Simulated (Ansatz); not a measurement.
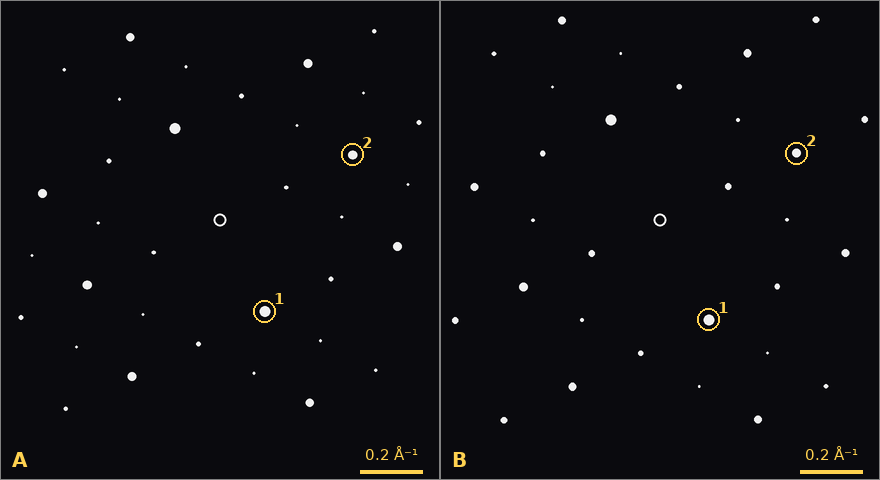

Kinematic electron diffraction patterns (200 kV, B = 0.5 Å², same scale) along [001] of the run's own cell, for the start and the end of one relaxation of Cd2H3 with Ansatz, DFT PBE, scalar-relativistic, plane waves, PAW. k mesh 12×12×12. The start is a generated model structure, and the relaxation ends in the nearest stationary point of its symmetry, not necessarily the ground state. Spot 1 is -1 1 0 and spot 2 is -2 -2 0 in both.

Start structure:

```yaml
crystal:
  lattice:
    - [2.77155, 1.60015, 5.04463]
    - [-2.77155, 1.60015, 5.04463]
    - [0.00000, -3.20031, 5.04463]
  atoms:
    - { symbol: Cd, position: [0.85218, 0.85218, 0.85218] }
    - { symbol: Cd, position: [0.64782, 0.64782, 0.64782] }
    - { symbol: Cd, position: [0.14782, 0.14782, 0.14782] }
    - { symbol: Cd, position: [0.35218, 0.35218, 0.35218] }
    - { symbol: H, position: [0.05625, 0.44375, 0.75000] }
    - { symbol: H, position: [0.75000, 0.05625, 0.44375] }
    - { symbol: H, position: [0.44375, 0.75000, 0.05625] }
    - { symbol: H, position: [0.94375, 0.55625, 0.25000] }
    - { symbol: H, position: [0.25000, 0.94375, 0.55625] }
    - { symbol: H, position: [0.55625, 0.25000, 0.94375] }
```

Question: Which pattern belongs to the start structure, and which to the relaxed one?

Answer: B is the start: its cell gives d(1) = 2.772 Å, d(2) = 2.027 Å and an angle of 90.0°. A is the relaxed structure, with d(1) = 3.029 Å (+9.3 %), d(2) = 2.086 Å (+2.9 %) and 90.0°.

Question: Name reflections whose intensity changes strongly on relaxation.

Answer: 1 1 0 goes from 14 to 0.84 % of the strongest spot.

Question: Summarise the relaxation behind the change.

Answer: The volume changed by +8.7 % to 14.59 Å³ an atom; with the mean shift removed, the atoms moved by up to 0.88 Å relative to the cell (H most); the space group stayed R-3c (No. 167); the free energy fell by 55 meV an atom. Relaxed cell: a = 5.771 Å, b = 5.771 Å, c = 5.771 Å, α = 63.32°, β = 63.32°, γ = 63.32°.
